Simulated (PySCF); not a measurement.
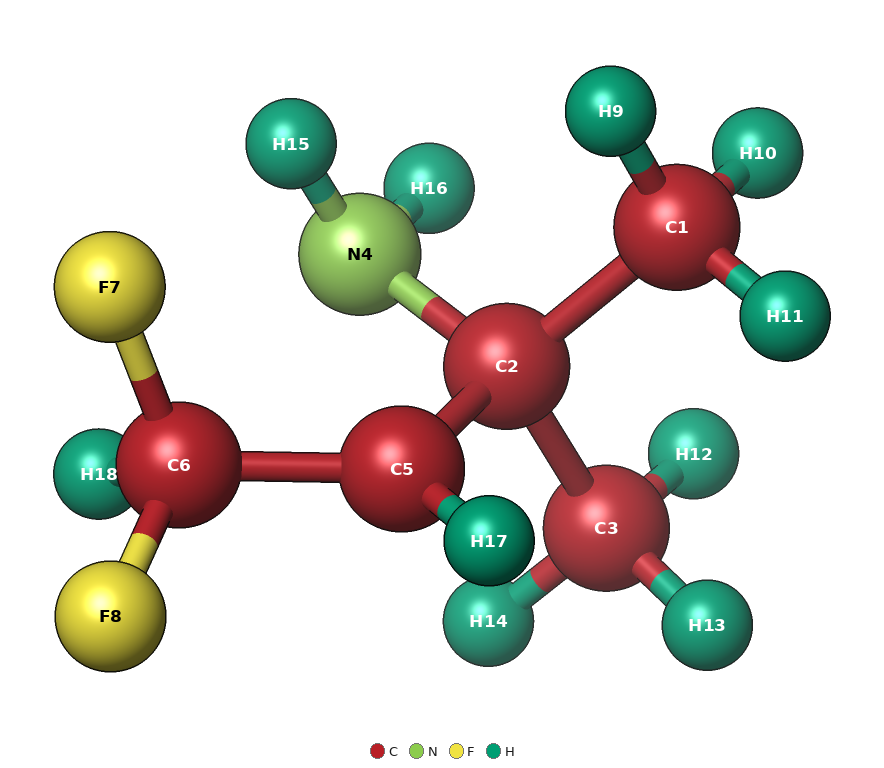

State: neutral, doublet. The geometry was computed by an optimisation with GFN2-xTB. No frequency run is at hand to confirm it as a minimum. Computed with UKS B3LYP, pcH-1 on C F H N, non-relativistic (PySCF 2.14.0). Fermi-contact and spin-dipolar terms alone, no spin-orbit part.

Which nucleus has the largest dipolar (anisotropic) hyperfine coupling?

Answer. 19F at F7: principal values −101.3, −97.2, 198.5 MHz.

List the isotropic and dipolar parts for the most strongly coupled nuclei, one of each equivalent set.

```json
{"atom": "F7", "isotope": "19F", "a_iso (MHz)": "273.9", "dipolar part (MHz)": "−101.3, −97.2, 198.5"}
{"atom": "C5", "isotope": "13C", "a_iso (MHz)": "87.6", "dipolar part (MHz)": "−79.6, −79.0, 158.5"}
{"atom": "F8", "isotope": "19F", "a_iso (MHz)": "11.5", "dipolar part (MHz)": "−33.6, −22.1, 55.6"}
{"atom": "H17", "isotope": "1H", "a_iso (MHz)": "−60.8", "dipolar part (MHz)": "−37.6, −1.1, 38.7"}
{"atom": "C3", "isotope": "13C", "a_iso (MHz)": "62.5", "dipolar part (MHz)": "−4.9, −4.8, 9.7"}
{"atom": "H18", "isotope": "1H", "a_iso (MHz)": "34.0", "dipolar part (MHz)": "−6.8, −2.7, 9.5"}
{"atom": "C1", "isotope": "13C", "a_iso (MHz)": "50.6", "dipolar part (MHz)": "−4.0, −3.9, 7.9"}
{"atom": "H14", "isotope": "1H", "a_iso (MHz)": "−2.9", "dipolar part (MHz)": "−5.4, −2.2, 7.6"}
```
